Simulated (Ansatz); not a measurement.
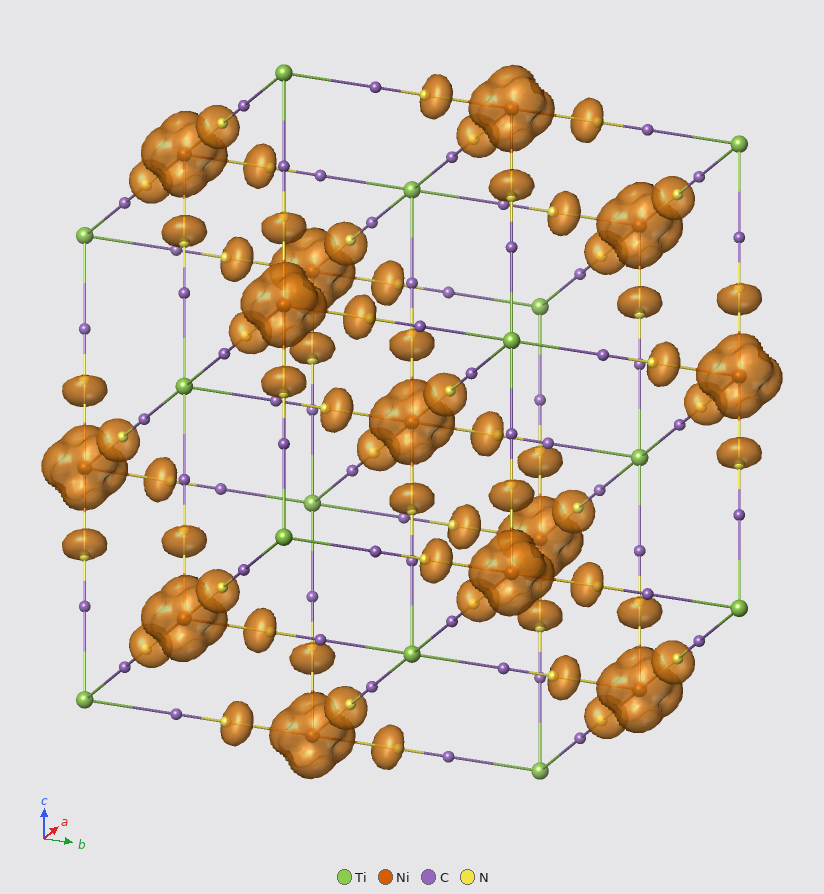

TiNiC6N6. Isosurfaces of the magnetisation density (up minus down) at +0.06 (orange) and −0.06 e/Å³ (purple), seen at an oblique angle. Sticks mark near contacts.

Space group Fm-3m; a structure generated by program, which may or may not match a known phase; spin-polarised.

Method: DFT PBE, scalar-relativistic, plane waves, PAW in Ansatz.

The density is the valence pseudo-density of a PAW calculation; it isn't the true density close to the nuclei.

> Describe the spin distribution.

The spin density sits on Ni: +1.6 μB (×4) in one cell of 56 atoms: parallel moments, as they must be, since the calculation's own cell holds one magnetic site. The cell of the calculation (14 atoms) carries 2.0 μB of net spin moment. Only one sign reaches the isovalue.
